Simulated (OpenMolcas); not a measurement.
Multiconfigurational calculation, with input and output: Os³⁺

Os³⁺. Computed at this level: state-averaged SS-CASPT2, IPEA shift 0, imaginary shift 0.1 hartree, closed shells 5s 5p correlated, active space 5 electrons in the shell 5d, basis ANO-RCC-VTZP, DKH2 scalar Hamiltonian, spin-orbit coupling by RASSI with atomic mean-field integrals (OpenMolcas).

### Summary

| quantity | value |
| --- | --- |
| outcome | converged |
| lowest level | 5d⁵ ⁶S₅/₂ |
| first excited level | 5d⁵ J = 5/2 (even, mixed, level 2), 17,159 cm⁻¹ |
| energy of the lowest spin-free term | −17236.15469 hartree |
| energy of the lowest spin-orbit level | −17236.16804 hartree |
| CASPT2 correlation energy | −0.3111 hartree |
| largest spread among components of a term | 16.1 cm⁻¹ |
| lowest reference weight | 0.917 |
| hardware | 1 CPU thread, shared host |
| wall time | 38 s |

### Notes

The run is of multi-state type; this report uses its single-state energies. To bear in mind: levels of higher terms that fall inside the range are not drawn.

### The input
```
&GATEWAY
Coord
1

Os 0.0 0.0 0.0
Basis=ANO-RCC-VTZP
Group=XYZ
NoMove
AngMom=0.0 0.0 0.0
AMFI
&SEWARD
&RASSCF
FileOrb=start.orb
Symmetry=1
Spin=6
nActEl=5 0 0
Inactive=15 19
Ras2=5 0
CIRoot=1 1 1
SDav=1
CIMx=300
Iter=120 100
PrWF=0.3
OrbListing=Nothing
MaxOrb=0
Atom
>>> COPY $Project.JobIph JOB001
&RASSCF
FileOrb=start.orb
Symmetry=1
Spin=4
nActEl=5 0 0
Inactive=15 19
Ras2=5 0
CIRoot=24 24 1
SDav=24
CIMx=300
Iter=120 100
PrWF=0.3
OrbListing=Nothing
MaxOrb=0
Atom
CIOnly
>>> COPY $Project.JobIph JOB002
&RASSCF
FileOrb=start.orb
Symmetry=1
Spin=2
nActEl=5 0 0
Inactive=15 19
Ras2=5 0
CIRoot=75 75 1
SDav=75
CIMx=300
Iter=120 100
PrWF=0.3
OrbListing=Nothing
MaxOrb=0
Atom
CIOnly
>>> COPY $Project.JobIph JOB003
&RASSI
NrOfJobIphs=3 1 24 75
1
1 2 3 4 5 6 7 8 9 10 11 12 13 14 15 16 17 18 19 20 21 22 23 24
1 2 3 4 5 6 7 8 9 10 11 12 13 14 15 16 17 18 19 20 21 22 23 24 25 26 27
28 29 30 31 32 33 34 35 36 37 38 39 40 41 42 43 44 45 46 47 48 49 50 51
52 53 54 55 56 57 58 59 60 61 62 63 64 65 66 67 68 69 70 71 72 73 74 75
IphNames
JOB001
JOB002
JOB003
EJob
SpinOrbit
DIPRint=1.0
SOCoupling=1000.0
Subsets=2
MEES
Property=10
'ANGMOM' 1 'ANGMOM' 2 'ANGMOM' 3 'MLTPL  1' 1 'MLTPL  1' 2 'MLTPL  1' 3
'AMFI' 1 'AMFI' 2 'AMFI' 3 'MLTPL  2' 6
SOProperty=3
'ANGMOM' 1 'ANGMOM' 2 'ANGMOM' 3
>>> COPY JOB001 $Project.JobIph
&CASPT2
Multistate=1 1
Frozen=14 16
IPEA=0.0
Imaginary=0.1
MaxIter=60
WThr=0.0 0.3 0.05
PrWF=0.5
NoMix
>>> COPY JOB002 $Project.JobIph
&CASPT2
Multistate=24 1 2 3 4 5 6 7 8 9 10 11 12 13 14 15 16 17 18 19 20 21 22
23 24
Frozen=14 16
IPEA=0.0
Imaginary=0.1
MaxIter=60
WThr=0.0 0.3 0.05
PrWF=0.5
NoMix
>>> COPY JOB003 $Project.JobIph
&CASPT2
Multistate=75 1 2 3 4 5 6 7 8 9 10 11 12 13 14 15 16 17 18 19 20 21 22
23 24 25 26 27 28 29 30 31 32 33 34 35 36 37 38 39 40 41 42 43 44 45 46
47 48 49 50 51 52 53 54 55 56 57 58 59 60 61 62 63 64 65 66 67 68 69 70
71 72 73 74 75
NoMult
Frozen=14 16
IPEA=0.0
Imaginary=0.1
MaxIter=60
WThr=0.0 0.3 0.05
PrWF=0.5
NoMix
```

The file start.orb holds starting orbitals from an earlier step. A driver script formed the levels outside the program, from RASSI's spin-orbit matrix and the CASPT2 energies (for multi-state variants, the effective Hamiltonian), averaged over the components of each term or state. The log and the time are those of the CASPT2 step.

Launched with:
```bash
OMP_NUM_THREADS=1 MOLCAS_MEM=1689 MOLCAS_PROJECT=a pymolcas a.inp > a.log  # once for each step of the input, in one work folder
```

### Log (extracts)
```
--- CASPT2 ---
Orbital specifications:
      -----------------------

      Symmetry species                           1   2
                                                ag  au
      Frozen orbitals                           14  16
      Inactive orbitals                          1   3
      Active orbitals                            5   0
      Secondary orbitals                        31  34
      Deleted orbitals                           0   0
      Number of basis functions                 51  53
Type of calculation                        SS-CASPT2
      Fock operator                              state-specific
      IPEA shift                                 0.00
      Real shift                                 0.00
      Imaginary shift                            0.10
      The input orbitals will be transformed to quasi-canonical
Reference energy:      -17235.8435532928
      E2 (Non-variational):      -0.3110107320
      Shift correction:          -0.0001228721
      E2 (Variational):          -0.3111336041
      Total energy:          -17236.1546868968
      Residual norm:              0.0000001138
      Reference weight:           0.94886
      Contributions to the CASPT2 correlation energy
      Active & Virtual Only:         -0.0537881796
      One Inactive Excited:          -0.1593249331
      Two Inactive Excited:          -0.0978976193
::    CASPT2 Root  1     Total energy: -17236.15468690
--- CASPT2 ---
Orbital specifications:
      -----------------------

      Symmetry species                           1   2
                                                ag  au
      Frozen orbitals                           14  16
      Inactive orbitals                          1   3
      Active orbitals                            5   0
      Secondary orbitals                        31  34
      Deleted orbitals                           0   0
      Number of basis functions                 51  53
Type of calculation                        MS-CASPT2
      Fock operator                              state-specific
      IPEA shift                                 0.00
      Real shift                                 0.00
      Imaginary shift                            0.10
      The input orbitals will be transformed to quasi-canonical
Reference energy:      -17235.7255955209
      E2 (Non-variational):      -0.3270575882
      Shift correction:          -0.0002508478
      E2 (Variational):          -0.3273084360
      Total energy:          -17236.0529039569
      Residual norm:              0.0000001072
      Reference weight:           0.94166
      Contributions to the CASPT2 correlation energy
      Active & Virtual Only:         -0.0665511257
      One Inactive Excited:          -0.1634454559
      Two Inactive Excited:          -0.0970610067
Reference energy:      -17235.7255955209
      E2 (Non-variational):      -0.3270543173
      Shift correction:          -0.0002502790
      E2 (Variational):          -0.3273045963
      Total energy:          -17236.0529001172
      Residual norm:              0.0000008802
      Reference weight:           0.94168
      Contributions to the CASPT2 correlation energy
      Active & Virtual Only:         -0.0665481199
      One Inactive Excited:          -0.1634451820
      Two Inactive Excited:          -0.0970610154
::    CASPT2 Root  1     Total energy: -17236.05290396
::    CASPT2 Root  2     Total energy: -17236.05290012
::    CASPT2 Root  3     Total energy: -17236.05290164
::    CASPT2 Root  4     Total energy: -17236.05289817
::    CASPT2 Root  5     Total energy: -17236.05290145
::    CASPT2 Root  6     Total energy: -17236.05290220
::    CASPT2 Root  7     Total energy: -17236.05289910
::    CASPT2 Root  8     Total energy: -17236.05289913
::    CASPT2 Root  9     Total energy: -17236.05290223
::    CASPT2 Root 10     Total energy: -17236.03863164
::    CASPT2 Root 11     Total energy: -17236.03863164
::    CASPT2 Root 12     Total energy: -17236.03863164
::    CASPT2 Root 13     Total energy: -17236.03593469
::    CASPT2 Root 14     Total energy: -17236.03593466
::    CASPT2 Root 15     Total energy: -17236.03593461
::    CASPT2 Root 16     Total energy: -17236.03593463
::    CASPT2 Root 17     Total energy: -17236.03593466
::    CASPT2 Root 18     Total energy: -17235.98726462
::    CASPT2 Root 19     Total energy: -17235.98726422
::    CASPT2 Root 20     Total energy: -17235.98726630
::    CASPT2 Root 21     Total energy: -17235.98726323
::    CASPT2 Root 22     Total energy: -17235.98726547
::    CASPT2 Root 23     Total energy: -17235.98726580
::    CASPT2 Root 24     Total energy: -17235.98726584
::    MS-CASPT2 Root  1     Total energy: -17236.05290916
::    MS-CASPT2 Root  2     Total energy: -17236.05290652
::    MS-CASPT2 Root  3     Total energy: -17236.05290287
::    MS-CASPT2 Root  4     Total energy: -17236.05290247
::    MS-CASPT2 Root  5     Total energy: -17236.05290058
::    MS-CASPT2 Root  6     Total energy: -17236.05289990
--- CASPT2 ---
Orbital specifications:
      -----------------------

      Symmetry species                           1   2
                                                ag  au
      Frozen orbitals                           14  16
      Inactive orbitals                          1   3
      Active orbitals                            5   0
      Secondary orbitals                        31  34
      Deleted orbitals                           0   0
      Number of basis functions                 51  53
Type of calculation                        SS-CASPT2
      Fock operator                              state-specific
      IPEA shift                                 0.00
      Real shift                                 0.00
      Imaginary shift                            0.10
      The input orbitals will be transformed to quasi-canonical
Reference energy:      -17235.6741389761
      E2 (Non-variational):      -0.3296999012
      Shift correction:          -0.0001550841
      E2 (Variational):          -0.3298549853
      Total energy:          -17236.0039939614
      Residual norm:              0.0000005726
      Reference weight:           0.94383
      Contributions to the CASPT2 correlation energy
      Active & Virtual Only:         -0.0668377098
      One Inactive Excited:          -0.1694938056
      Two Inactive Excited:          -0.0933683858
Reference energy:      -17235.6741389761
      E2 (Non-variational):      -0.3297002913
      Shift correction:          -0.0001548845
      E2 (Variational):          -0.3298551758
      Total energy:          -17236.0039941519
      Residual norm:              0.0000002347
      Reference weight:           0.94384
      Contributions to the CASPT2 correlation energy
      Active & Virtual Only:         -0.0668363429
      One Inactive Excited:          -0.1694957803
      Two Inactive Excited:          -0.0933681681
::    CASPT2 Root  1     Total energy: -17236.00399396
::    CASPT2 Root  2     Total energy: -17236.00399415
::    CASPT2 Root  3     Total energy: -17236.00399368
::    CASPT2 Root  4     Total energy: -17236.00399310
::    CASPT2 Root  5     Total energy: -17236.00399303
::    CASPT2 Root  6     Total energy: -17236.00399399
::    CASPT2 Root  7     Total energy: -17236.00399492
::    CASPT2 Root  8     Total energy: -17236.00399288
::    CASPT2 Root  9     Total energy: -17236.00399230
::    CASPT2 Root 10     Total energy: -17236.00399343
::    CASPT2 Root 11     Total energy: -17236.00399347
::    CASPT2 Root 12     Total energy: -17236.00399282
::    CASPT2 Root 13     Total energy: -17236.00399465
::    CASPT2 Root 14     Total energy: -17235.99501600
::    CASPT2 Root 15     Total energy: -17235.99501550
::    CASPT2 Root 16     Total energy: -17235.99501578
::    CASPT2 Root 17     Total energy: -17235.99501223
::    CASPT2 Root 18     Total energy: -17235.99501400
::    CASPT2 Root 19     Total energy: -17235.98783825
::    CASPT2 Root 20     Total energy: -17235.98783860
::    CASPT2 Root 21     Total energy: -17235.98783808
::    CASPT2 Root 22     Total energy: -17235.98783858
::    CASPT2 Root 23     Total energy: -17235.98783789
::    CASPT2 Root 24     Total energy: -17235.98783837
::    CASPT2 Root 25     Total energy: -17235.98783834
::    CASPT2 Root 26     Total energy: -17235.97161461
::    CASPT2 Root 27     Total energy: -17235.97161529
::    CASPT2 Root 28     Total energy: -17235.97161426
::    CASPT2 Root 29     Total energy: -17235.97161566
::    CASPT2 Root 30     Total energy: -17235.97161428
```

### Spin-orbit levels, grouped by J and assigned

| Configuration | Level | E (cm⁻¹) | LS purity (%) | Landé g |
| --- | --- | --- | --- | --- |
| 5d⁵ | ⁶S₅/₂ | 0 | 88 | 1.950 |
| 5d⁵ | J = 5/2 (even, mixed) | 17,160 | 29 | 1.060 |
| 5d⁵ | ⁴G₇/₂ | 21,550 | 67 | 1.082 |
| 5d⁵ | J = 3/2 (even, mixed) | 22,000 | 46 | 1.390 |
| 5d⁵ | J = 5/2 (even, mixed) | 22,610 | 46 | 1.037 |
| 5d⁵ | ⁴G₁₁/₂ | 22,700 | 84 | 1.238 |
| 5d⁵ | ⁴G₉/₂ | 23,410 | 88 | 1.171 |
| 5d⁵ | ⁴P₁/₂ | 24,650 | 62 | 1.748 |
| 5d⁵ | ⁴D₇/₂ | 27,380 | 70 | 1.314 |
| 5d⁵ | J = 5/2 (even, mixed) | 29,310 | 39 | 1.302 |
| 5d⁵ | ⁴D₁/₂ | 30,810 | 67 | 0.868 |
| 5d⁵ | J = 3/2 (even, mixed) | 31,950 | 45 | 1.358 |
| 5d⁵ | ²I₁₁/₂ | 33,010 | 75 | 0.983 |
| 5d⁵ | J = 7/2 (even, mixed) | 34,080 | 31 | 1.122 |
| 5d⁵ | J = 3/2 (even, mixed) | 35,080 | 46 | 0.715 |
| 5d⁵ | J = 9/2 (even, mixed) | 35,370 | 49 | 1.171 |
| 5d⁵ | ²I₁₃/₂ | 36,000 | 100 | 1.077 |
| 5d⁵ | J = 5/2 (even, mixed) | 36,210 | 20 | 1.058 |
| 5d⁵ | J = 5/2 (even, mixed) | 40,060 | 37 | 1.083 |
| 5d⁵ | J = 9/2 (even, mixed) | 41,500 | 50 | 1.110 |
| 5d⁵ | J = 7/2 (even, mixed) | 41,890 | 50 | 1.034 |
| 5d⁵ | J = 3/2 (even, mixed) | 43,780 | 47 | 0.659 |
| 5d⁵ | J = 5/2 (even, mixed) | 43,810 | 50 | 1.003 |
| 5d⁵ | ²F₇/₂ | 44,640 | 59 | 1.086 |
| 5d⁵ | J = 7/2 (even, mixed) | 47,300 | 43 | 1.165 |
| 5d⁵ | ²S₁/₂ | 47,310 | 86 | 1.971 |
| 5d⁵ | ²H₁₁/₂ | 48,670 | 73 | 1.066 |
| 5d⁵ | J = 9/2 (even, mixed) | 48,780 | 40 | 1.074 |
| 5d⁵ | J = 5/2 (even, mixed) | 52,270 | 36 | 1.061 |
| 5d⁵ | ²D₃/₂ | 53,860 | 88 | 0.818 |
| 5d⁵ | ²D₅/₂ | 57,650 | 65 | 1.137 |
| 5d⁵ | ²G₉/₂ | 60,590 | 94 | 1.112 |
| 5d⁵ | ²G₇/₂ | 62,240 | 86 | 0.913 |
| 5d⁵ | ²P₃/₂ | 68,730 | 87 | 1.264 |
| 5d⁵ | ²P₁/₂ | 71,940 | 93 | 0.750 |
| 5d⁵ | ²D₅/₂ | 78,920 | 94 | 1.198 |
| 5d⁵ | ²D₃/₂ | 80,930 | 82 | 0.863 |

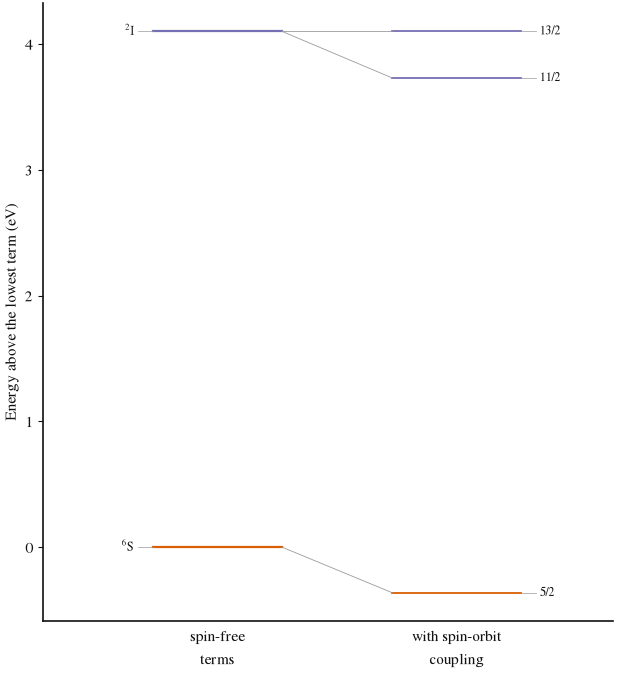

Fig. 1: Terms of Os³⁺ without and with spin-orbit coupling; numbers at the right are J. ⁶S (at 0) gives the one level J = 5/2; ²I (at 4.10 eV) splits over 0.371 eV into J = 11/2, 13/2 from the bottom up (normal). The ground level lies 0.363 eV below the lowest term.
